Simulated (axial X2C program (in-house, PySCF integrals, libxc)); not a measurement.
Relativistic diatomic calculation, with input and output: BaGa

- system: BaGa, single determinant with Ω = 3/2.
- method: HF, two-component X2C with atomic mean-field Coulomb and Gaunt terms, Ba dyall-cv3z, Ga dyall-cv3z (cores contracted) (axial X2C program (in-house, PySCF integrals, libxc))

**Results in brief**

| quantity | value |
| --- | --- |
| outcome | converged |
| hardware | 1 thread of Arm Neoverse V1, 24 GiB of memory available, shared host |
| wall time | 19 s |
| peak memory | 0.95 GiB |

**Remarks**

Hartree–Fock lacks correlation, so it usually binds too weakly. Limits: 5 of the 10 points asked for were kept.

**The input**
```
{"zs": [56, 31], "q": 0, "bas": ["dyall-cv3z", "dyall-cv3z"], "levels": ["PBE0", "HF", "PBE50"], "cc": true, "r0": 3.2, "thr": -1.0, "nmax": 90, "npts": 10, "nst": 2, "ntry": 6}
```

The line is the task of a batch: nuclear charges, charge, bases, the levels to run, a first guess of the distance and further settings. This report covers HF with spin-orbit coupling. The log is that of the reference distance 2.975 Å.

The run was one of a batch that the task file lists, launched with:
```bash
python <driver script> task.json out
```

**Log**
```
two-component X2C + atomic mean field  HF
basis functions 253  fitting functions 1346  grid points 5806
iter        total energy     max residual
   1     -10069.941461568     4.66e-01
   2     -10069.979564306     1.29e-02
   3     -10069.982460912     4.43e-02
   4     -10069.984435010     1.77e-02
   5     -10069.986445173     1.84e-02
   6     -10069.987404567     1.91e-02
   7     -10069.988006452     7.65e-03
   8     -10069.988214033     2.59e-03
   9     -10069.988261194     2.68e-03
  10     -10069.988280282     5.39e-04
  11     -10069.988289542     7.33e-04
  12     -10069.988299015     1.25e-03
  13     -10069.988303788     6.69e-04
  14     -10069.988305165     9.44e-05
  15     -10069.988305529     1.26e-04
  16     -10069.988305847     1.61e-04
  17     -10069.988306311     1.05e-04
  18     -10069.988306815     6.12e-05
  19     -10069.988307165     5.99e-05
  20     -10069.988307298     4.57e-05
  21     -10069.988307338     1.78e-05
  22     -10069.988307357     1.15e-05
  23     -10069.988307366     1.48e-05
  24     -10069.988307368     6.71e-06
  25     -10069.988307369     1.13e-06
converged
one-electron -14415.72525658  Coulomb 4314.26895500  exact exchange -271.41658059  xc functional 0.00000000  nuclear repulsion 308.79046661  atomic mean-field constant -5.90589181
correlated 13  virtual 359  natural virtual 90  E(MP2) -0.242951117  MP2 remainder -0.012547496
iter   CCSD correlation   residual
   1     -0.249272789   1.31e-01
   2     -0.257468665   5.42e-02
   3     -0.258372529   2.66e-02
   4     -0.258765134   1.68e-02
   5     -0.258987742   8.64e-03
   6     -0.259065411   4.55e-03
   7     -0.259087954   2.48e-03
   8     -0.259096248   1.21e-03
   9     -0.259096090   5.12e-04
  10     -0.259100675   2.33e-04
  11     -0.259101858   1.53e-04
  12     -0.259102200   1.13e-04
  13     -0.259102212   8.41e-05
  14     -0.259102112   5.26e-05
  15     -0.259102419   2.77e-05
  16     -0.259102593   1.46e-05
  17     -0.259102756   8.33e-06
  18     -0.259102812   4.44e-06
  19     -0.259102847   2.58e-06
  20     -0.259102857   1.12e-06
(T) -0.010385960054429908  T1 0.0539  D1 0.1633  max T2 0.087
```

**The points of the curve**

| R (Å) | E (hartree) | dipole (D; origin at the first atom, positive when the second is positive) | highest filled (eV) | lowest empty (eV) |
| --- | --- | --- | --- | --- |
| 2.796 | −10069.981678 | −1.88 | −4.67 | 0.11 |
| 2.886 | −10069.985861 | −2.31 | −4.74 | 0.07 |
| 2.975 | −10069.988307 | −2.74 | −4.82 | 0.02 |
| 3.079 | −10069.989441 | −3.24 | −4.90 | −0.03 |
| 3.183 | −10069.989204 | −3.73 | −4.98 | −0.08 |

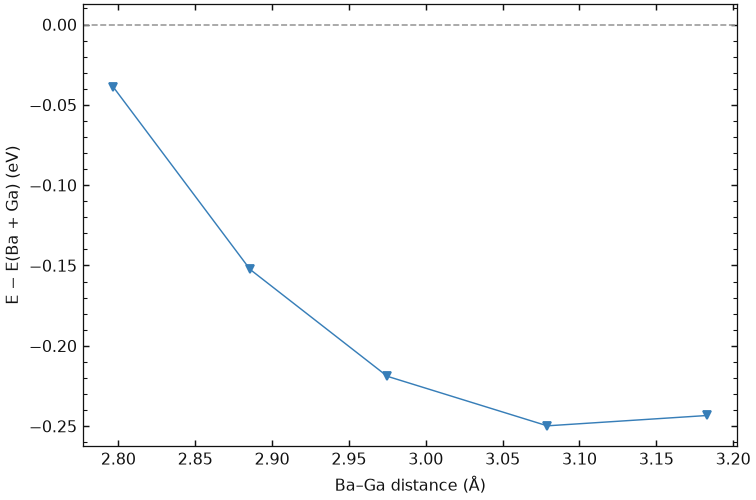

**Figure 1.** Energy at 5 bond lengths, for one set of occupations held fixed; the line joins the points. The lowest point is at 3.08 Å; the points are too few or too rough near it for spectroscopic constants. The lowest point lies 0.25 eV below Ba + Ga.

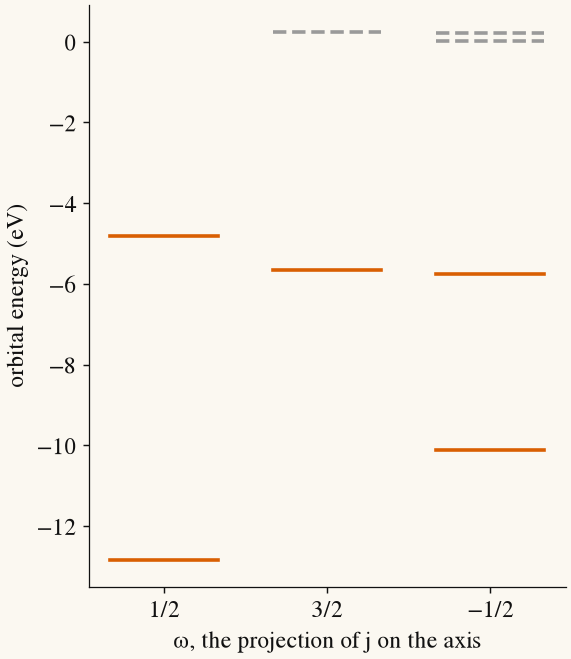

**Figure 2.** Orbital energies near the frontier at 2.98 Å, filled (solid) and empty (dashed). The highest filled spinor (1/2; 67 % Ba s, 19 % Ba p) lies at −4.82 eV, the lowest empty one (−1/2; 75 % Ba s, 19 % Ba p) at 0.02 eV.
